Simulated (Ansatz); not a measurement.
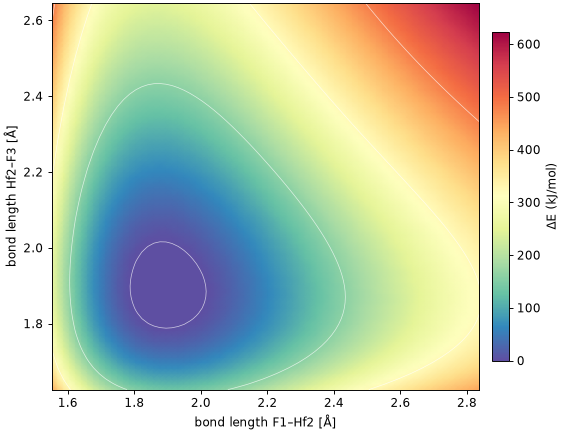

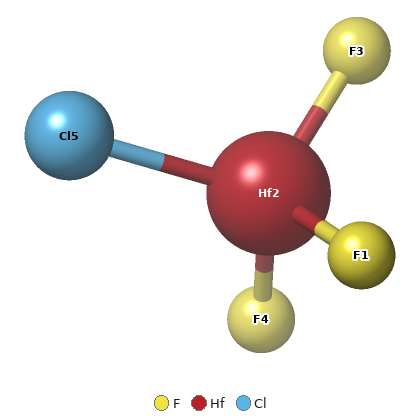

Energy landscape of ClF₃Hf, SMILES [F][Hf]([F])([F])[Cl]. Coordinates scanned: (1) bond length F1–Hf2; (2) bond length Hf2–F3. Nothing is relaxed (all other coordinates rigid). The scan uses a 7 × 7 grid. Energies are in kJ/mol, from the lowest grid point. The reference is spin-restricted, which grows unreliable where a bond is stretched far. All numbers below come from RKS PBE0-D4/def2-TZVP in Ansatz 0.2.0.

In the figure: a smooth colour map with a few white contour lines. Between grid points the surface is interpolated. The second picture is the structure at the lowest point.

Where are the wells?

Answer. The lowest grid point is at bond length F1–Hf2 = 1.979 Å, bond length Hf2–F3 = 1.967 Å. The bottom of the well lies between grid points, at about bond length F1–Hf2 = 1.887 Å, bond length Hf2–F3 = 1.889 Å, about 18 kJ/mol lower on the interpolated surface. It is the only kind of minimum in the scanned range. The highest grid point, bond length F1–Hf2 = 2.837 Å, bond length Hf2–F3 = 2.647 Å, lies 624 kJ/mol above the lowest. Round the minimum the two coordinates are weakly coupled (coupling 0.05 in units of the two stiffnesses).

Grid values (kJ/mol):

```
bond length Hf2–F3 ↓, bond length F1–Hf2 →  1.551  1.765  1.979  2.194  2.408  2.622  2.837
                                     2.647    501    264    262    342    441    537    624
                                     2.477    437    197    193    270    367    462    548
                                     2.307    370    126    119    195    290    383    468
                                     2.137    309     60     50    122    216    307    391
                                     1.967    269     15      0     69    160    250    332
                                     1.796    288     26      5     70    158    245    325
                                     1.626    439    166    138    198    281    365    443
```

The whole map (49 points run) took 7.4 min on 1 thread of Arm Neoverse V1 (shared host).
